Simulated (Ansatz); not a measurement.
## Geometry relaxation, with input and output: Zn8S7Cl2 (part 3 of 3)

The same run, continued: Zn8S7Cl2 (Zn8S7 wurtzite off disc); RKS r2SCAN-D4/def2-SVP (Ansatz 0.2.0). The geometry: GFN1-xTB start.

Geometry of the input (Å):
```
S  -0.2878  -3.6120  -1.6725
Zn -0.4187  -3.4711  0.5129
Zn 0.7432  -1.7257  -1.8737
S  -0.6085  0.4826  -1.3786
S  0.5973  -1.5385  1.7585
Zn -0.5675  0.2109  1.2129
Zn -2.6485  1.1357  -1.8600
S  -4.4610  2.2295  -1.1888
S  -1.4015  2.3500  1.8744
Zn -3.2471  2.4784  0.5893
S  2.7469  -0.5268  -1.4225
Zn 2.6516  -0.9549  0.8592
Zn 1.8125  1.4904  -1.3966
S  1.9286  3.6182  -0.6980
Zn 0.2790  3.3150  0.6236
Cl -1.5043  -4.6982  1.9393
Cl 4.3860  -0.7835  2.1207
```

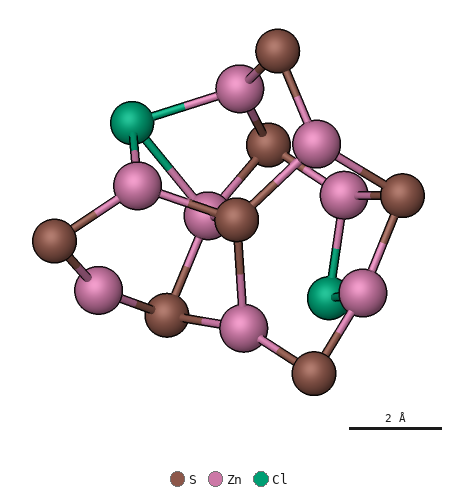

**Figure 1.** The geometry at step 34 of the log (ball-and-stick view, seen on its broad side).

### Trajectory as extended XYZ, continued
```
17
Properties=species:S:1:pos:R:3:forces:R:3 step=25 energy=-488177.88973
S    -0.3041   -3.3589   -2.0103   -0.0330   0.0462   0.0669
Zn   -0.4705   -2.8119    0.0958   -0.0055  -0.0361  -0.0301
Zn    0.8714   -1.4881   -1.9409    0.0098   0.1519   0.0135
S    -0.4734    0.3829   -1.1166    0.0083  -0.1738  -0.0121
S     0.7190   -1.9808    1.8887   -0.0019   0.0625  -0.1117
Zn   -0.6404   -0.2060    1.2712    0.0342  -0.0272  -0.0106
Zn   -2.7162   -0.0093   -0.9349    0.0380   0.0183   0.0115
S    -4.3576    1.4438   -0.6270   -0.0722   0.0269   0.0595
S    -1.0687    1.9465    2.0763    0.0384   0.0530   0.1024
Zn   -2.9698    1.9406    0.9442    0.0134  -0.0019  -0.1317
S     3.0155   -0.8235   -1.5231   -0.0446   0.0516   0.1750
Zn    2.4518   -1.1315    0.6853    0.1261   0.2005   0.0252
Zn    2.8354    1.3408   -0.6556   -0.1140   0.1708  -0.1038
S     1.9535    3.3732   -0.6877    0.1073  -0.1658  -0.0410
Zn    0.2230    2.3665    0.1572   -0.0003   0.0044  -0.0530
Cl   -2.6324   -1.7041    0.8137    0.0533  -0.0797   0.0228
Cl    3.5637    0.7197    1.5637   -0.1573  -0.3015   0.0170
17
Properties=species:S:1:pos:R:3:forces:R:3 step=27 energy=-488177.93369
S    -0.3331   -3.2434   -2.0837   -0.0215   0.0069   0.0152
Zn   -0.4650   -2.8407    0.0496   -0.0149   0.0202  -0.0100
Zn    0.8714   -1.3868   -1.9135   -0.0125   0.0045  -0.0248
S    -0.5241    0.4034   -1.0963   -0.0238  -0.1066  -0.0340
S     0.6982   -2.0183    1.8493    0.0240   0.0070   0.0316
Zn   -0.6205   -0.2053    1.2820    0.0195   0.0298   0.0139
Zn   -2.7665   -0.1066   -0.8692    0.0544   0.0178  -0.0202
S    -4.3713    1.3963   -0.5555   -0.0098  -0.0184  -0.0270
S    -0.9938    1.9821    2.0694   -0.0004  -0.0249  -0.0387
Zn   -2.8466    1.9690    0.8481    0.0048   0.0430   0.0685
S     3.0457   -0.8353   -1.4645   -0.0125   0.0022   0.0049
Zn    2.4487   -1.1143    0.7280   -0.0206  -0.0397  -0.0043
Zn    2.8381    1.3255   -0.6780   -0.0049   0.0501  -0.0117
S     1.9913    3.3406   -0.7944   -0.0099   0.0354  -0.0143
Zn    0.2602    2.3749    0.1147    0.0426   0.0134   0.0231
Cl   -2.6141   -1.7769    0.8520    0.0028  -0.0297  -0.0082
Cl    3.3813    0.7357    1.6622   -0.0171  -0.0111   0.0360
17
Properties=species:S:1:pos:R:3:forces:R:3 step=28 energy=-488177.93138 accepted=F
S    -0.3545   -3.2714   -2.0994    0.0851  -0.0087  -0.0428
Zn   -0.4757   -2.8451    0.0294   -0.0517   0.0044   0.0360
Zn    0.9128   -1.4579   -1.9552   -0.0248   0.0519   0.0305
S    -0.4863    0.3376   -1.1054    0.1232   0.0145   0.0138
S     0.6836   -2.0835    1.8627    0.0411   0.0004  -0.0106
Zn   -0.5838   -0.2429    1.2873   -0.0572   0.0495   0.0111
Zn   -2.7207   -0.0500   -0.8415   -0.0636  -0.0784  -0.0285
S    -4.3342    1.4310   -0.5150    0.0094   0.0705   0.0581
S    -0.9148    1.9519    2.0491   -0.0544   0.0128   0.0182
Zn   -2.8228    2.0002    0.9138    0.0081  -0.0315  -0.0156
S     3.0430   -0.7933   -1.4271    0.0229  -0.0732  -0.0341
Zn    2.3862   -1.1057    0.7394    0.0496   0.0240  -0.0047
Zn    2.8212    1.3873   -0.6772    0.0191  -0.0865  -0.0283
S     1.9636    3.3901   -0.8621    0.0568   0.0397  -0.0398
Zn    0.2995    2.3351    0.0645   -0.1341   0.0209   0.0663
Cl   -2.6138   -1.7835    0.8330    0.0127   0.0104  -0.0070
Cl    3.1966    0.8001    1.7037   -0.0423  -0.0209  -0.0225
17
Properties=species:S:1:pos:R:3:forces:R:3 step=30 energy=-488177.94540
S    -0.3238   -3.2721   -2.0930    0.0139   0.0076  -0.0025
Zn   -0.4801   -2.8370    0.0348   -0.0145  -0.0005   0.0037
Zn    0.9027   -1.4325   -1.9418   -0.0091   0.0029   0.0062
S    -0.4754    0.3600   -1.0848    0.0064  -0.0198   0.0002
S     0.6904   -2.0682    1.8583    0.0102   0.0021  -0.0029
Zn   -0.5876   -0.2235    1.3041    0.0022  -0.0005   0.0003
Zn   -2.7197   -0.0648   -0.8577   -0.0072  -0.0069  -0.0019
S    -4.3317    1.4259   -0.5344    0.0019   0.0189   0.0085
S    -0.9489    1.9652    2.0723   -0.0027   0.0121   0.0087
Zn   -2.8338    1.9887    0.9050   -0.0024  -0.0136  -0.0068
S     3.0558   -0.8225   -1.4523    0.0184  -0.0027   0.0056
Zn    2.4042   -1.1230    0.7202    0.0144   0.0160  -0.0046
Zn    2.8102    1.3549   -0.7051   -0.0027  -0.0278  -0.0098
S     1.9689    3.3713   -0.8519    0.0012   0.0103  -0.0172
Zn    0.2846    2.3648    0.1044    0.0016   0.0184   0.0285
Cl   -2.6104   -1.7734    0.8381   -0.0042  -0.0071  -0.0091
Cl    3.1947    0.7862    1.6839   -0.0271  -0.0094  -0.0069
17
Properties=species:S:1:pos:R:3:forces:R:3 step=31 energy=-488177.95047
S    -0.3127   -3.2759   -2.1014    0.0207   0.0033  -0.0064
Zn   -0.4896   -2.8419    0.0262   -0.0093   0.0024  -0.0058
Zn    0.9213   -1.4436   -1.9401   -0.0203  -0.0049   0.0051
S    -0.4533    0.3472   -1.0677    0.0203  -0.0128   0.0002
S     0.6905   -2.0980    1.8552   -0.0012  -0.0002  -0.0002
Zn   -0.5706   -0.2358    1.3219    0.0089   0.0089  -0.0091
Zn   -2.7019   -0.0483   -0.8507   -0.0176  -0.0065   0.0009
S    -4.3071    1.4495   -0.5232    0.0051   0.0129   0.0074
S    -0.9234    1.9563    2.0853   -0.0170   0.0113   0.0127
Zn   -2.8148    1.9930    0.9286    0.0116  -0.0121  -0.0097
S     3.0763   -0.8290   -1.4473    0.0143   0.0118   0.0291
Zn    2.3874   -1.1243    0.7148    0.0117   0.0405   0.0064
Zn    2.7923    1.3559   -0.7379   -0.0019  -0.0256  -0.0162
S     1.9581    3.3746   -0.8954   -0.0031   0.0041  -0.0194
Zn    0.3045    2.3638    0.1154    0.0069   0.0206   0.0379
Cl   -2.6127   -1.7753    0.8253    0.0033  -0.0086   0.0029
Cl    3.0559    0.8318    1.6908   -0.0323  -0.0452  -0.0358
17
Properties=species:S:1:pos:R:3:forces:R:3 step=33 energy=-488177.96615
S    -0.2710   -3.2870   -2.1232    0.0170  -0.0076  -0.0058
Zn   -0.5082   -2.8497    0.0022   -0.0159   0.0226  -0.0141
Zn    0.9628   -1.4630   -1.9321   -0.0418  -0.0065  -0.0021
S    -0.3847    0.3223   -0.9978    0.0189  -0.0249  -0.0210
S     0.6855   -2.1782    1.8557    0.0129   0.0095   0.0096
Zn   -0.5153   -0.2569    1.3854    0.0024   0.0273  -0.0274
Zn   -2.6510   -0.0156   -0.8331    0.0066   0.0026   0.0166
S    -4.2385    1.5053   -0.5178    0.0110  -0.0099  -0.0133
S    -0.8899    1.9388    2.1409   -0.0333   0.0202   0.0167
Zn   -2.7636    2.0104    0.9625    0.0158  -0.0055  -0.0029
S     3.1279   -0.8473   -1.4283    0.0027   0.0448   0.0378
Zn    2.3275   -1.1364    0.6943   -0.0033   0.0812   0.0203
Zn    2.7444    1.3587   -0.8617   -0.0285  -0.0150  -0.0544
S     1.9192    3.3805   -1.0088   -0.0312  -0.0462   0.0317
Zn    0.3861    2.3646    0.2062    0.0747   0.0307   0.0172
Cl   -2.6091   -1.7777    0.7987   -0.0012  -0.0269   0.0116
Cl    2.6777    0.9312    1.6568   -0.0069  -0.0964  -0.0207
17
Properties=species:S:1:pos:R:3:forces:R:3 step=34 energy=-488177.97005
S    -0.2446   -3.3052   -2.1291   -0.0066   0.0139   0.0032
Zn   -0.5243   -2.8341   -0.0118   -0.0098   0.0054   0.0103
Zn    0.9740   -1.4755   -1.9396   -0.0234  -0.0245   0.0016
S    -0.3273    0.3157   -0.9574   -0.0878  -0.0532  -0.0113
S     0.6776   -2.1983    1.8557    0.0184   0.0183   0.0028
Zn   -0.4957   -0.2460    1.4204    0.0178  -0.0014   0.0274
Zn   -2.6010   -0.0162   -0.8148    0.0053   0.0061   0.0021
S    -4.1859    1.5163   -0.5461    0.0215  -0.0167  -0.0042
S    -0.9025    1.9442    2.1924   -0.0371  -0.0235  -0.0471
Zn   -2.7403    2.0202    0.9634   -0.0074   0.0134  -0.0123
S     3.1470   -0.8577   -1.4322   -0.0048   0.0767   0.0320
Zn    2.2812   -1.1331    0.6648   -0.0113   0.0385   0.0186
Zn    2.7072    1.3544   -0.9585   -0.0284   0.0106  -0.1004
S     1.8935    3.3809   -1.0415   -0.0557  -0.0782   0.0766
Zn    0.4588    2.3565    0.3097    0.1116   0.0847  -0.0328
Cl   -2.6142   -1.7906    0.8032    0.0167   0.0106  -0.0393
Cl    2.4965    0.9684    1.6214    0.0807  -0.0809   0.0729
17
Properties=species:S:1:pos:R:3:forces:R:3 step=36 energy=-488177.94239 accepted=F
S    -0.2832   -3.3258   -2.1423    0.0489   0.0805   0.0300
Zn   -0.5388   -2.8209   -0.0269   -0.0420  -0.0676  -0.0160
Zn    0.9393   -1.4988   -1.9338   -0.0559  -0.0684  -0.0137
S    -0.3242    0.3075   -0.9256    0.0687  -0.0301   0.0686
S     0.6702   -2.2079    1.8438    0.0594   0.0130   0.0601
Zn   -0.4791   -0.2569    1.4730   -0.0418   0.0438  -0.1143
Zn   -2.5943   -0.0800   -0.7834   -0.1472   0.0777  -0.1150
S    -4.1588    1.5034   -0.5810    0.1440  -0.0981  -0.0074
S    -0.8715    1.9305    2.1815   -0.0563   0.1048   0.0702
Zn   -2.6443    2.0183    0.8528   -0.0432   0.1042   0.0458
S     3.0990   -0.8374   -1.4294   -0.0314   0.0861   0.0933
Zn    2.2443   -1.0151    0.7125    0.0308  -0.2354  -0.2356
Zn    2.5649    1.3545   -1.1075    0.1854  -0.0245  -0.1586
S     1.8950    3.4268   -1.0100    0.1644   0.0086  -0.1557
Zn    0.6153    2.3778    0.4122   -0.3846  -0.1342   0.3416
Cl   -2.6647   -1.8688    0.7499    0.0691  -0.0039   0.0465
Cl    2.5309    0.9928    1.7145    0.0317   0.1437   0.0601
17
Properties=species:S:1:pos:R:3:forces:R:3 step=37 energy=-488177.98608
S    -0.2713   -3.3218   -2.1185    0.0067  -0.0025  -0.0029
Zn   -0.5299   -2.8354   -0.0001    0.0073   0.0025   0.0106
Zn    0.9471   -1.4960   -1.9350   -0.0079   0.0015  -0.0013
S    -0.3203    0.3027   -0.9273   -0.0160   0.0098   0.0033
S     0.6915   -2.1905    1.8567   -0.0074  -0.0188   0.0078
Zn   -0.4964   -0.2502    1.4520   -0.0230  -0.0073  -0.0205
Zn   -2.5953   -0.0393   -0.8212    0.0052   0.0029  -0.0158
S    -4.1680    1.5107   -0.5919    0.0101  -0.0050  -0.0185
S    -0.9252    1.9343    2.2063    0.0130   0.0048  -0.0294
Zn   -2.7096    2.0375    0.8955    0.0116   0.0076   0.0242
S     3.1177   -0.8388   -1.4538    0.0111   0.0020  -0.0058
Zn    2.2667   -1.0821    0.6606    0.0085   0.0305   0.0005
Zn    2.6573    1.3634   -1.0616    0.0015   0.0097  -0.0199
S     1.8842    3.3976   -0.9966    0.0043  -0.0030  -0.0149
Zn    0.5362    2.3447    0.4041   -0.0149  -0.0054   0.0464
Cl   -2.6268   -1.8140    0.7765    0.0053   0.0013   0.0298
Cl    2.5421    0.9771    1.6544   -0.0156  -0.0308   0.0064
17
Properties=species:S:1:pos:R:3:forces:R:3 step=39 energy=-488177.98972
S    -0.2705   -3.3360   -2.1141   -0.0095   0.0023   0.0099
Zn   -0.5265   -2.8410    0.0045    0.0190  -0.0137   0.0064
Zn    0.9354   -1.5035   -1.9355    0.0057   0.0045   0.0042
S    -0.3058    0.3020   -0.9140   -0.0090  -0.0215  -0.0070
S     0.6950   -2.1945    1.8590    0.0066  -0.0131  -0.0180
Zn   -0.5103   -0.2629    1.4604   -0.0097  -0.0095   0.0009
Zn   -2.5792   -0.0469   -0.8235   -0.0056  -0.0032  -0.0142
S    -4.1315    1.5263   -0.6273    0.0039  -0.0079   0.0025
S    -0.9256    1.9210    2.2227   -0.0281   0.0140  -0.0163
Zn   -2.6805    2.0461    0.8726    0.0065   0.0102   0.0174
S     3.1070   -0.8300   -1.4654    0.0011   0.0042   0.0090
Zn    2.2473   -1.0527    0.6545    0.0023   0.0055  -0.0190
Zn    2.6151    1.3691   -1.1401   -0.0103   0.0174  -0.0008
S     1.8609    3.4023   -0.9940    0.0158  -0.0143  -0.0068
Zn    0.5836    2.3383    0.4697    0.0027  -0.0158   0.0256
Cl   -2.6253   -1.8201    0.7849    0.0020   0.0361   0.0023
Cl    2.5109    0.9824    1.6858    0.0067   0.0047   0.0039
17
Properties=species:S:1:pos:R:3:forces:R:3 step=40 energy=-488177.99178
S    -0.2782   -3.3448   -2.1079   -0.0100  -0.0075   0.0009
Zn   -0.5209   -2.8476    0.0114    0.0175  -0.0063  -0.0066
Zn    0.9318   -1.5142   -1.9362    0.0112  -0.0045   0.0023
S    -0.2996    0.2897   -0.9100   -0.0013   0.0233  -0.0044
S     0.7062   -2.1928    1.8542    0.0035   0.0010   0.0003
Zn   -0.5261   -0.2735    1.4639   -0.0143  -0.0141   0.0101
Zn   -2.5746   -0.0438   -0.8341    0.0051  -0.0007  -0.0123
S    -4.1230    1.5321   -0.6448    0.0051   0.0025   0.0064
S    -0.9375    1.9131    2.2287   -0.0048  -0.0046  -0.0102
Zn   -2.6746    2.0551    0.8585   -0.0049  -0.0048   0.0015
S     3.1025   -0.8244   -1.4776   -0.0055  -0.0009   0.0106
Zn    2.2421   -1.0279    0.6462    0.0014   0.0027  -0.0046
Zn    2.5963    1.3713   -1.1784   -0.0175   0.0157   0.0089
S     1.8530    3.4001   -0.9776   -0.0009   0.0017  -0.0100
Zn    0.6053    2.3241    0.5075    0.0273  -0.0094  -0.0015
Cl   -2.6214   -1.8063    0.7910    0.0006   0.0177   0.0141
Cl    2.5187    0.9899    1.7051   -0.0124  -0.0118  -0.0057
17
Properties=species:S:1:pos:R:3:forces:R:3 step=42 energy=-488177.99372
S    -0.2930   -3.3568   -2.1008   -0.0027  -0.0001   0.0010
Zn   -0.5031   -2.8609    0.0212   -0.0013   0.0037  -0.0006
Zn    0.9268   -1.5302   -1.9364    0.0027  -0.0017  -0.0001
S    -0.2837    0.2850   -0.9078    0.0069   0.0002  -0.0085
S     0.7196   -2.1922    1.8548   -0.0089  -0.0021  -0.0025
Zn   -0.5535   -0.2940    1.4677   -0.0033  -0.0006   0.0092
Zn   -2.5585   -0.0353   -0.8564    0.0123   0.0025  -0.0006
S    -4.1041    1.5419   -0.6704   -0.0047   0.0045   0.0011
S    -0.9457    1.8959    2.2343    0.0083  -0.0056   0.0098
Zn   -2.6623    2.0595    0.8425   -0.0040  -0.0076  -0.0079
S     3.0925   -0.8144   -1.4881   -0.0052  -0.0013  -0.0031
Zn    2.2289   -0.9980    0.6379    0.0048  -0.0013   0.0048
Zn    2.5501    1.3767   -1.2371   -0.0130  -0.0051   0.0094
S     1.8318    3.4024   -0.9679   -0.0032   0.0084   0.0061
Zn    0.6467    2.3100    0.5619    0.0189   0.0017  -0.0148
Cl   -2.6106   -1.7801    0.8043    0.0053  -0.0039   0.0037
Cl    2.5181    0.9905    1.7404   -0.0127   0.0084  -0.0071
```

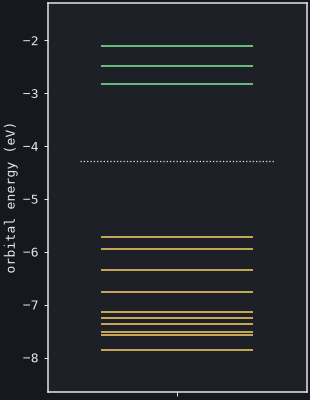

**Figure 2.** Orbital energies near the frontier; the dotted line parts filled from empty levels, and levels within 0.02 eV of each other stand side by side. Highest filled −5.72 eV, lowest empty −2.83 eV, 2.89 eV apart.

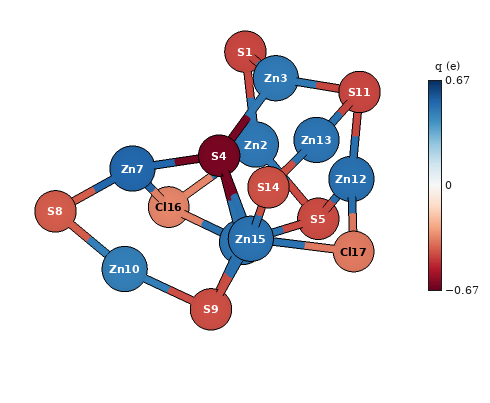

**Figure 3.** Mulliken charges, as the colour of each atom (ball-and-stick view, seen at a tilt; atoms are numbered from 1 in the order of the input). By element: S −0.64 to −0.40, Zn +0.46 to +0.52 and Cl −0.35 to −0.33 e.

### Results in brief

| quantity | value |
| --- | --- |
| outcome | converged |
| total energy | −488177.9938 eV |
| mean-field energy | −488177.4756 eV |
| dispersion energy | −0.5181 eV |
| HOMO | −5.72 eV |
| LUMO | −2.83 eV |
| largest force (length of the vector) at the end | 0.024 eV/Å |
| dipole moment | 1.29 D |
| hardware | 2 CPU threads, shared host |
| wall time | 3.5 min (CPU time 4.9 min) |
| peak memory | 1 GiB |
